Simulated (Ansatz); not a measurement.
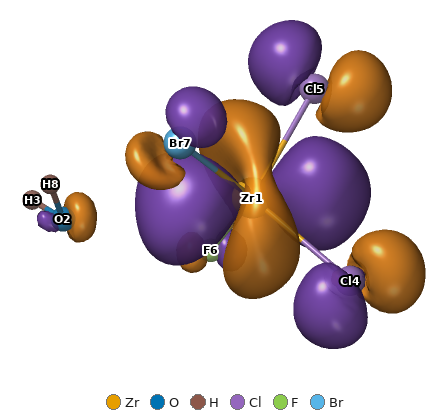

Figure. BrCl2FZr···H2O. The LUMO at ±0.08 Å⁻³ᐟ² (orange and purple are the two phases), seen from one side.

Core potentials replace the inner electrons of Zr; not at a stationary point (largest force 1.3 eV/Å).

All numbers below come from RKS B3LYP-D4/def2-SVP (Ansatz).

The calculation's input:

```
crystal:
  periodic: [false, false, false]
  atoms:
    - { symbol: Zr, position_ang: [0.0, 0.0, 0.0] }
    - { symbol: O, position_ang: [0.0, 0.0, 2.42] }
    - { symbol: H, position_ang: [-0.9095, -0.2814, 2.7571] }
    - { symbol: Cl, position_ang: [2.3764, 0.0, -0.8392] }
    - { symbol: Cl, position_ang: [-1.1869, 2.0563, -0.8392] }
    - { symbol: F, position_ang: [-0.9326, -1.6157, -0.6593] }
    - { symbol: Br, position_ang: [1.5733, 2.3727, 0.946] }
    - { symbol: H, position_ang: [0.7504, 1.1316, 2.2225] }
basis:
  gaussian: { orbitals: def2-SVP }
hamiltonian:
  xc: b3lyp
  dispersion: d4
relax:
  f_tol: 0.15
  max_steps: 25
  restrain:
    - { distance: [0, 6], at: 2.7, k: 30.0 }
    - { distance: [7, 1], at: 1.01, k: 30.0 }
    - { distance: [0, 1], at: 3.27, k: 30.0 }
    - { distance: [7, 6], at: 2.75, k: 30.0 }
output:
  orbitals: {}
```

Run with:

```sh
ansatz run input.yaml --threads 4 --pin off --max-ram 5120MiB --backend cpu --events-out ev --progress --plain --runs-dir out
```

The fields are those of the run's last geometry, not of the input's.

**What is the character of this orbital?**

By Hirshfeld shares it lies mainly on Zr1 (about 75 %), Cl5 (about 10 %) and Cl4 (about 10 %). Its energy is −2.80 eV.
